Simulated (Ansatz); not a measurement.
Hypothetical zinc blende CsBr, response to strain

Take CsBr in the zinc blende structure (space group F-43m, No. 216; a hypothetical phase, not in the database extracts checked) as the base.

```yaml
crystal:
  lattice:
    - [0.00000, 4.00856, 4.00856]
    - [4.00856, 0.00000, 4.00856]
    - [4.00856, 4.00856, 0.00000]
  atoms:
    - { symbol: Br, position: [0.75000, 0.75000, 0.75000] }
    - { symbol: Cs, position: [0.00000, 0.00000, 0.00000] }
```

Cartesian axes are those of the cell as printed.

Strains are applied to the cell and any free atomic positions relax; under biaxial strain the out-of-plane vector relaxes too.

Method: PBEsol (Ansatz, a quantum-chemistry and plane-wave program), no SOC.

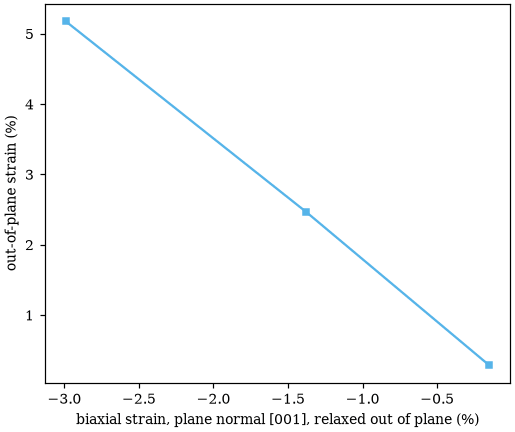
Figure. Out-of-plane strain against biaxial strain, plane normal [001], relaxed out of plane

```csv
"biaxial strain, plane normal [001], relaxed out of plane (%)",out-of-plane strain
-2.99,+5.18 %
-1.38,+2.47 %
-0.15,+0.29 %
```

No phonon test of stability was made.
